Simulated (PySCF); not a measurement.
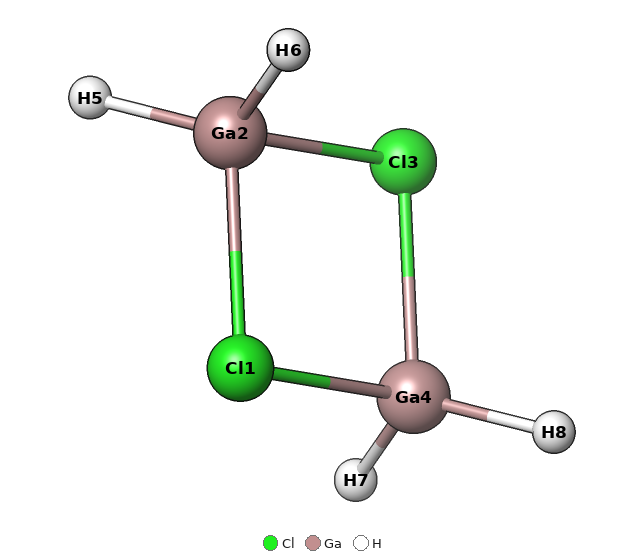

Computed geometry: GFN2-xTB optimisation. No frequency run is at hand to confirm it as a minimum. Method: delta-SCF UKS SCAN, pcX-2 on the ionised atom, pcseg-1 elsewhere, spin-free X2C (PySCF 2.14.0).

Give the core-electron binding energies (to vacuum; p and d levels without spin–orbit splitting) of Cl1 1s, Cl1 2p.

| atom | level | binding energy (eV) |
| --- | --- | --- |
| Cl1 | 1s | 2829.0 |
| Cl1 | 2p | 207.0 |

The geometry is semi-empirical. Around Ga such bond lengths and angles can be off by a tenth of an ångström or more and by several degrees, and values that hang on the shape move with them.
